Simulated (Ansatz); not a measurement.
C₅H₁₁Al: several calculations on one system

**1. Relaxation**

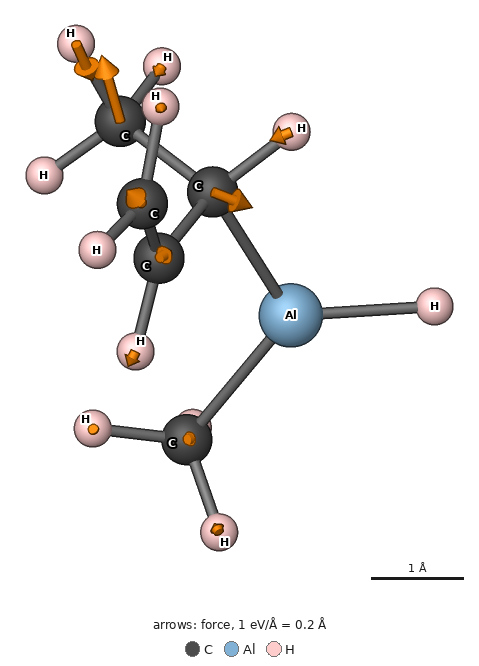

Starting geometry of C5H11Al with the computed forces as orange arrows. A ball-and-stick model, seen from a free direction.

The run prepares an end point of a later path (torsion) calculation, from a guessed geometry.

The calculation used RKS BHLYP-D4/6-31G in Ansatz 0.2.0. Settings: no spin polarisation; force threshold 0.015 eV/Å; at most 40 steps.

What follows when this structure is relaxed?

It isn't relaxed: the largest force vector, on a C atom, is 4.29 eV/Å. The final displacements have little in common with the starting forces (cosine between the two patterns −0.01). The atom that moves furthest after the best rigid fit is an H atom (2.04 Å). By element the largest moves are H 2.04 Å, C 0.96 Å, Al 0.50 Å. Near-neighbour distances that change, for instance: Al–C 4.118 → 3.017 Å, C–H 1.234 → 1.090 Å, Al–C 2.044 → 1.999 Å, C–H 1.130 → 1.088 Å. Bond angles that change, for instance: C–C–Al 109.2° → 90.3°, C–C–Al 106.8° → 119.8°, H–C–H 112.4° → 107.3°. Groups turn about C–C by about 80°, Al–C by about 25°. After 19 accepted moves (21 points after the start) the energy has fallen by 79.9 kJ/mol. The largest force component goes from 4.2 to 0.006 eV/Å. The line search rejected the trial steps at points 16, 20 of the run. Cost: 2.5 min on 1 thread of Arm Neoverse V1, with other jobs on the host, peak memory 0.2 GiB.

**2. Relaxation**

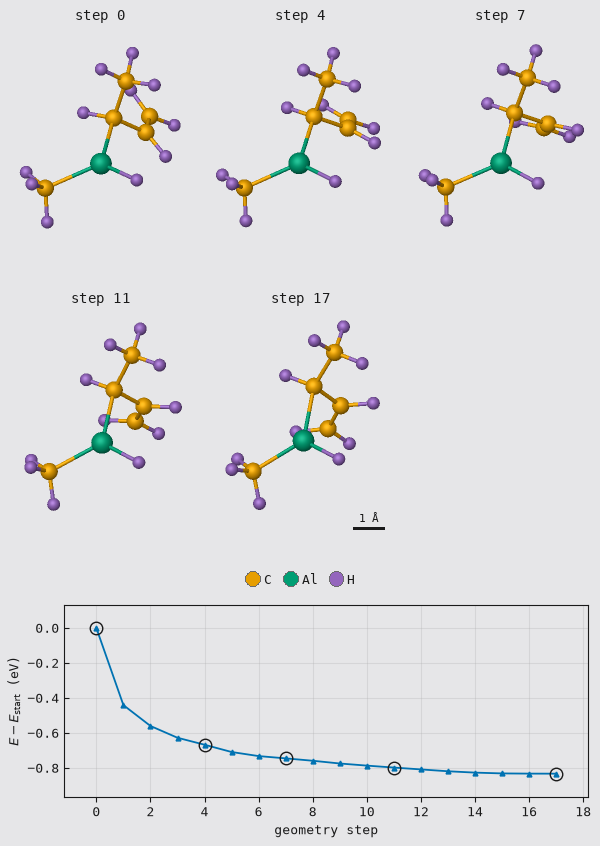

Frames of a relaxation of C5H11Al, marked on the history of the run. Style: ball-and-stick. Shown from a free direction.

The run prepares an end point of a later path (torsion) calculation, from a guessed geometry.

Method: RKS BHLYP-D4/6-31G (Ansatz).

The input:
```yaml
crystal:
  periodic: [false, false, false]
  atoms:
    - { symbol: C, position_ang: [-2.1091, -1.494, -0.8089] }
    - { symbol: C, position_ang: [-0.9325, -0.9515, -0.6618] }
    - { symbol: C, position_ang: [-0.5558, -0.2577, 0.6027] }
    - { symbol: C, position_ang: [-0.9932, 1.1794, 0.6539] }
    - { symbol: Al, position_ang: [1.4792, -0.2631, 0.7927] }
    - { symbol: C, position_ang: [2.3209, -1.22549, 2.31551] }
    - { symbol: H, position_ang: [-2.4035, -1.9298, -1.7494] }
    - { symbol: H, position_ang: [-2.8575, -1.3641, -0.0342] }
    - { symbol: H, position_ang: [-0.2199, -1.012, -1.4421] }
    - { symbol: H, position_ang: [-0.9114, -0.8262, 1.5122] }
    - { symbol: H, position_ang: [-0.7843, 1.6637, 1.6291] }
    - { symbol: H, position_ang: [-0.654, 1.7705, -0.1788] }
    - { symbol: H, position_ang: [-2.2257, 1.184, 0.5882] }
    - { symbol: H, position_ang: [2.36626, 0.46529, -0.32649] }
    - { symbol: H, position_ang: [1.52828, -1.64243, 2.94384] }
    - { symbol: H, position_ang: [3.00109, -2.04389, 1.921] }
    - { symbol: H, position_ang: [2.92, -0.51273, 2.91624] }
basis:
  gaussian: { orbitals: "6-31G" }
hamiltonian:
  xc: { name: BHLYP }
  dispersion: d4
relax:
  f_tol: 0.015
  max_steps: 40
output:
  orbitals: {}
```

Command:
```bash
ansatz run input.yaml --threads 1 --pin off --max-ram 2048MiB --backend cpu --events-out ev --progress --plain --runs-dir out
```

Q: Describe the path.

A: The energy falls by 0.832 eV in 17 geometry steps. Largest force component: 4.2 eV/Å at the start, 0.013 eV/Å at the end. The largest move after the best rigid fit is that of H8, 2.26 Å. By element the largest moves are H 2.26 Å, C 1.24 Å, Al 0.30 Å. Near-neighbour distances that change, for instance: C1–Al5 4.118 → 3.048 Å, C4–H13 1.234 → 1.090 Å, C3–Al5 2.044 → 1.998 Å, C3–H10 1.130 → 1.089 Å. Bond angles that change, for instance: C2–C3–Al5 109.2° → 91.0°, C4–C3–Al5 106.8° → 119.9°, H11–C4–H12 112.4° → 107.3°. Groups turn about C2–C3 by about 75°. From step 0 to 4: H8 moves most (0.63 Å), energy −0.667 eV. From step 4 to 7: H8 moves most (0.58 Å), energy −0.078 eV. From step 7 to 11: H8 moves most (0.67 Å), energy −0.053 eV. From step 11 to 17: H8 moves most (0.59 Å), energy −0.035 eV.

```tsv
step	E − E(0), eV	largest force component, eV/Å
0	0.0000	4.2333
1	-0.4405	1.3634
2	-0.5597	0.6390
3	-0.6271	0.3552
4	-0.6670	0.3755
5	-0.7086	0.4556
6	-0.7319	0.2836
7	-0.7449	0.5617
8	-0.7585	0.2986
9	-0.7742	0.1519
10	-0.7863	0.2579
11	-0.7975	0.4082
12	-0.8081	0.4714
13	-0.8187	0.3997
14	-0.8264	0.3283
15	-0.8309	0.1804
16	-0.8321	0.0394
17	-0.8324	0.0129
```

**3. Path**

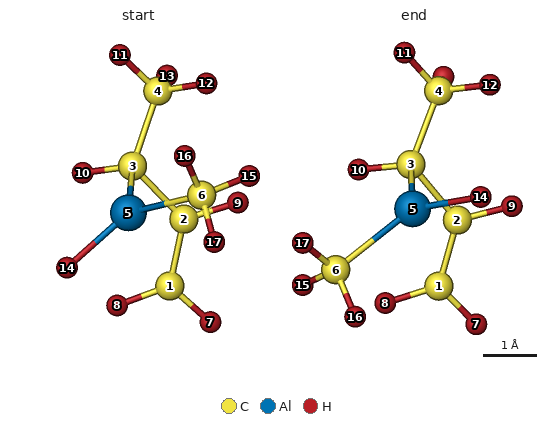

The two relaxed end points of a path for C5H11Al. The picture is a ball-and-stick view, seen from a free direction.

All numbers below come from RKS BHLYP-D4/6-31G in Ansatz 0.2.0.

Run with 5 movable images; climbing image; force threshold 0.05 eV/Å; iteration limit 60.

Start:
```xyz
17

C    -1.2821   -1.8820   -0.6923
C    -1.1386   -0.5552   -0.5455
C    -0.7984    0.1542    0.7257
C    -1.0605    1.6547    0.6956
Al    1.0769   -0.5299    0.6158
C     2.3868    0.3634   -0.5511
H    -1.4471   -2.3259   -1.6583
H    -1.2886   -2.5514    0.1537
H    -1.1630    0.0624   -1.4346
H    -1.2950   -0.3162    1.5719
H    -0.7366    2.1285    1.6186
H    -0.5237    2.1364   -0.1207
H    -2.1195    1.8802    0.5665
H     1.4085   -1.8624    1.4295
H     1.8992    0.9440   -1.3317
H     3.0085    1.0515    0.0236
H     3.0541   -0.3526   -1.0265
```

End:
```xyz
17

C    -0.9453   -1.7452   -0.7258
C    -1.2537   -0.4606   -0.4925
C    -0.6616    0.4037    0.5746
C    -1.4638    1.6639    0.8746
Al    1.0572    0.5337   -0.4358
C     2.5748   -0.6302    0.0288
H    -1.3566   -2.2802   -1.5635
H    -0.3136   -2.3096   -0.0571
H    -1.9114    0.0420   -1.1903
H    -0.4871   -0.1758    1.4799
H    -0.9620    2.2824    1.6141
H    -1.5967    2.2716   -0.0193
H    -2.4562    1.4311    1.2618
H     1.1003    1.5367   -1.6798
H     2.2722   -1.4544    0.6708
H     3.0437   -1.0448   -0.8615
H     3.3407   -0.0647    0.5610
```

What barrier does the band find between them, and by what path?

The energy climbs by 0.123 eV to image 3 and then falls by 0.118 eV, so the end point sits at +0.005 eV. The motion is a rotation about the C3–Al5 bond by about 175°, with a turn of about 40° about Al5–C6. No bond forms or breaks between the ends. Among the angles between lasting bonds that change up to the highest image: C2–C3–Al5 90.3° → 111.3°, C4–C3–Al5 119.8° → 112.0°. The band is converged. At the top, the vibrational analysis gives one imaginary mode (34i cm⁻¹), as a transition state must have.

Energies of the converged images:

```json
{"image": "0", "path (Å)": "0.00", "E (eV)": "0.000"}
{"image": "1", "path (Å)": "1.87", "E (eV)": "0.038"}
{"image": "2", "path (Å)": "3.74", "E (eV)": "0.100"}
{"image": "3", "path (Å)": "5.61", "E (eV)": "0.123"}
{"image": "4", "path (Å)": "7.77", "E (eV)": "0.107"}
{"image": "5", "path (Å)": "9.94", "E (eV)": "0.065"}
{"image": "6", "path (Å)": "12.11", "E (eV)": "0.005"}
```

The geometry at the top of the path:

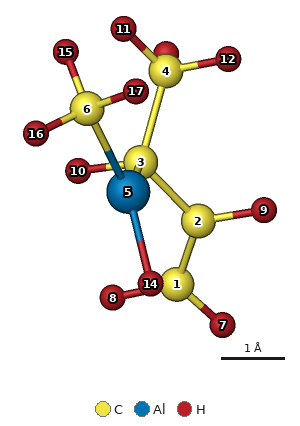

Cost: 7.9 min on 1 thread of Arm Neoverse V1 (shared host), peak memory 0.2 GiB.
